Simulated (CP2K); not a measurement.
# CH3BF2 (SMILES FBCF) at PM6

Aim: the energy change on altering one bond length of CH3BF2 at PM6, from 2 runs. 

The results are computed with CP2K 2026.2.

1 further run of the same task is left out (set aside as unsound or not needed).

## Step 1: The molecule

CH3BF2 has 7 atoms, charge 0, and is taken as a singlet. SMILES: `FBCF`. The coordinates come from a GFN2-xTB relaxation. This is one conformer, not always the lowest.

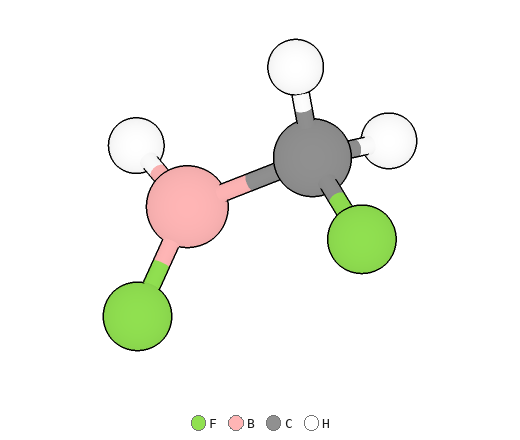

Viewed from a chosen angle; fluorine green, boron pink, carbon grey, hydrogen white.

## Step 2: Energy and forces at PM6

qs.inp

```
&GLOBAL
 PROJECT qs
 RUN_TYPE ENERGY_FORCE
 PRINT_LEVEL MEDIUM
&END GLOBAL
&FORCE_EVAL
 METHOD QS
 &DFT
  CHARGE 0
  MULTIPLICITY 1
  &QS
   METHOD PM6
   EPS_DEFAULT 1.0E-10
   &SE
    &COULOMB
     CUTOFF [angstrom] 50
     RC_RANGE [angstrom] 0
    &END COULOMB
    &EXCHANGE
     CUTOFF [angstrom] 50
     RC_RANGE [angstrom] 0
    &END EXCHANGE
   &END SE
  &END QS
  &POISSON
   PERIODIC NONE
   POISSON_SOLVER ANALYTIC
  &END POISSON
  &SCF
   SCF_GUESS ATOMIC
   EPS_SCF 1.0E-06
   MAX_SCF 150
   &DIAGONALIZATION
    ALGORITHM STANDARD
   &END DIAGONALIZATION
   &MIXING
    METHOD DIRECT_P_MIXING
    ALPHA 0.4
   &END MIXING
  &END SCF
  &PRINT
   &MOMENTS
    PERIODIC F
    REFERENCE COM
    MAX_MOMENT 1
   &END MOMENTS
   &MO ON
    ENERGIES T
    OCCUPATION_NUMBERS T
    NDIGITS 6
    &EACH
     QS_SCF 0
    &END EACH
    ADD_LAST NUMERIC
   &END MO
   &HIRSHFELD OFF
   &END HIRSHFELD
  &END PRINT
 &END DFT
 &SUBSYS
  &CELL
   ABC [angstrom] 15.2 15.4 14
   PERIODIC NONE
  &END CELL
  &COORD
   F     -1.775990     0.011180    -0.727370
   B     -0.647740     0.550620    -0.356520
   C      0.515090    -0.332430     0.264610
   F      0.230170    -1.679620     0.371970
   H     -0.525700     1.708330    -0.494130
   H      0.773530     0.005210     1.276780
   H      1.430630    -0.263290    -0.335340
  &END COORD
  &TOPOLOGY
   &CENTER_COORDINATES
   &END CENTER_COORDINATES
  &END TOPOLOGY
 &END SUBSYS
 &PRINT
  &FORCES ON
  &END FORCES
 &END PRINT
&END FORCE_EVAL
```

The run is started by

```sh
$ OMP_NUM_THREADS=1 cp2k.psmp -i qs.inp -o qs.out
```

What it wrote:

```text
CP2K| version string:                                       CP2K version 2026.2
[...]
 GLOBAL| Method name                                                        CP2K
[...]
 GLOBAL| Run type                                                   ENERGY_FORCE
[...]
                             - Atoms:                                          7
[...]
                             - Spherical basis functions:                     19
[...]
 Number of electrons:                                                         24
[...]
     1 P_Mix/Diag. 0.40E+00    0.0     0.76371450       -38.3122459721 -3.83E+01
[...]
    20 DIIS/Diag.  0.15E-06    0.0     0.00000024       -42.7088324247 -4.19E-12
  *** SCF run converged in    20 steps ***
  Core-core repulsion energy [eV]:                           1362.04679895615345
  Core Hamiltonian energy [eV]:                             -1926.54640164126909
  Two-electron integral energy [eV]:                        -1195.33366097852763
  Electronic energy [eV]:                                   -2524.21323213053302
  Total energy [eV]:                                        -1162.16643317437934
  Atomic reference energy [eV]:                              1156.50567053397526
  Heat of formation [kcal/mol]:                              -130.54029797674951
[...]
 SE_DIPOLE| Moment [Debye]         -1.46615341      -2.08602945      -0.24959728
 SE_DIPOLE| Derivative [a.u.]       0.00000000       0.00000000       0.00000000
 ENERGY| Total FORCE_EVAL ( QS ) energy [hartree]            -42.708832424719532
 FORCES| Atomic forces [hartree/bohr]
 FORCES|   Atom     x               y               z               |f|
 FORCES|      1 -1.73375747E-02 -1.09023369E-02 -5.37561999E-03   2.11742706E-02
 FORCES|      2  1.77295224E-02 -1.85412497E-04  7.61238468E-03   1.92955628E-02
 FORCES|      3 -1.17257737E-03 -1.30979693E-02  1.93261121E-03   1.32916035E-02
 FORCES|      4 -1.85045064E-03  1.08478033E-02 -2.49895742E-03   1.12846707E-02
 FORCES|      5  2.22340616E-03  8.11978211E-03 -5.49558726E-04   8.43661136E-03
 FORCES|      6 -1.58742768E-03  3.19357128E-03  3.38609983E-03   4.91777350E-03
 FORCES|      7  1.99510182E-03  2.02456201E-03 -4.50695959E-03   5.32841133E-03
 FORCES| Sum    -6.45317133E-16 -1.05471187E-15  9.71445147E-17
 FORCES| Total atomic force                                       1.24027755E-15
[...]
```

Run time: 0.93 s. Hardware: 1 thread of Intel Xeon 6975P-C (Granite Rapids), shared host; peak memory 0.18 GiB.

## Step 3: The distorted shape

qs.inp: that of step 2 with these lines changed.

```diff
@@ -6,6 +6,4 @@
 &FORCE_EVAL
- METHOD QS
+ METHOD QUICKSTEP
  &DFT
-  CHARGE 0
-  MULTIPLICITY 1
   &QS
@@ -61,3 +59,3 @@
   &CELL
-   ABC [angstrom] 15.2 15.4 14
+   ABC 15.2 15.4 14.1
    PERIODIC NONE
@@ -65,9 +63,9 @@
   &COORD
-   F     -1.775990     0.011180    -0.727370
-   B     -0.647740     0.550620    -0.356520
-   C      0.515090    -0.332430     0.264610
-   F      0.230170    -1.679620     0.371970
-   H     -0.525700     1.708330    -0.494130
+   F     -1.801825    -0.022572    -0.828552
+   B     -0.673575     0.516868    -0.457702
+   C      0.489255    -0.366182     0.163428
+   F      0.204335    -1.713372     0.270788
+   H     -0.551535     1.674578    -0.595312
    H      0.773530     0.005210     1.276780
-   H      1.430630    -0.263290    -0.335340
+   H      1.404795    -0.297042    -0.436522
   &END COORD
```

The run is started by

```sh
$ OMP_NUM_THREADS=1 cp2k.psmp qs.inp > qs.out
```

What it wrote:

```text
CP2K| version string:                                       CP2K version 2026.2
[...]
 GLOBAL| Method name                                                        CP2K
[...]
 GLOBAL| Run type                                                   ENERGY_FORCE
[...]
                             - Atoms:                                          7
[...]
                             - Spherical basis functions:                     19
[...]
 Number of electrons:                                                         24
[...]
     1 P_Mix/Diag. 0.40E+00    0.0     0.77481081       -38.3626182333 -3.84E+01
[...]
    20 DIIS/Diag.  0.15E-06    0.0     0.00000047       -42.7044677917 -7.47E-12
  *** SCF run converged in    20 steps ***
  Core-core repulsion energy [eV]:                           1355.86663033851210
  Core Hamiltonian energy [eV]:                             -1925.69333171833500
  Two-electron integral energy [eV]:                        -1184.44192817805333
  Electronic energy [eV]:                                   -2517.91429580736167
  Total energy [eV]:                                        -1162.04766546884957
  Atomic reference energy [eV]:                              1156.50567053397526
  Heat of formation [kcal/mol]:                              -127.80144940549407
[...]
 SE_DIPOLE| Moment [Debye]         -1.50576288      -2.11037544      -0.35685794
 SE_DIPOLE| Derivative [a.u.]       0.00000000       0.00000000       0.00000000
 ENERGY| Total FORCE_EVAL ( QS ) energy [hartree]            -42.704467791661969
 FORCES| Atomic forces [hartree/bohr]
 FORCES|   Atom     x               y               z               |f|
 FORCES|      1 -1.74902944E-02 -1.10254150E-02 -5.43079066E-03   2.13767084E-02
 FORCES|      2  2.01863201E-02 -9.34928436E-04  1.06438433E-02   2.28397244E-02
 FORCES|      3  7.24639049E-03 -1.67769475E-03  3.73935317E-02   3.81261203E-02
 FORCES|      4 -5.60539117E-04  1.52114010E-02 -5.36487010E-04   1.52311766E-02
 FORCES|      5  2.19719451E-03  8.10615266E-03 -6.94393595E-04   8.42731020E-03
 FORCES|      6 -1.27183944E-02 -1.21907259E-02 -3.98897007E-02   4.36068753E-02
 FORCES|      7  1.13932277E-03  2.51121042E-03 -1.48600311E-03   3.13248135E-03
 FORCES| Sum     1.11022302E-16 -3.88578059E-16  9.71445147E-17
 FORCES| Total atomic force                                       4.15639166E-16
[...]
```

It took 0.91 s on 1 thread of Intel Xeon 6975P-C (Granite Rapids), shared host; peak memory 0.19 GiB.

## Step 4: What came out

At PM6:

| quantity | value |
| --- | --- |
| first shape: total energy | -42.70883 Eh |
| first shape: dipole moment | 2.56 D |
| first shape: HOMO energy | -11.52 eV |
| first shape: heat of formation at this unrelaxed shape | -130.5 kcal/mol |
| first shape: largest force on an atom | 1.089 eV/Å |
| distorted shape: total energy | -42.70447 Eh |
| distorted shape: dipole moment | 2.62 D |
| distorted shape: HOMO energy | -11.47 eV |
| distorted shape: heat of formation at this unrelaxed shape | -127.8 kcal/mol |
| distorted shape: largest force on an atom | 2.242 eV/Å |
| energy change with the C3–H6 bond stretched from 1.098 to 1.208 Å | 0.119 eV |

What this shows: With the C3–H6 bond stretched from 1.098 to 1.208 Å the energy rises by 0.12 eV (11.5 kJ/mol). The first shape isn't relaxed at this level, so the change isn't measured from a minimum. The largest force (first shape) is 1.09 eV/Å: the shape isn't a stationary point for this species at this level.
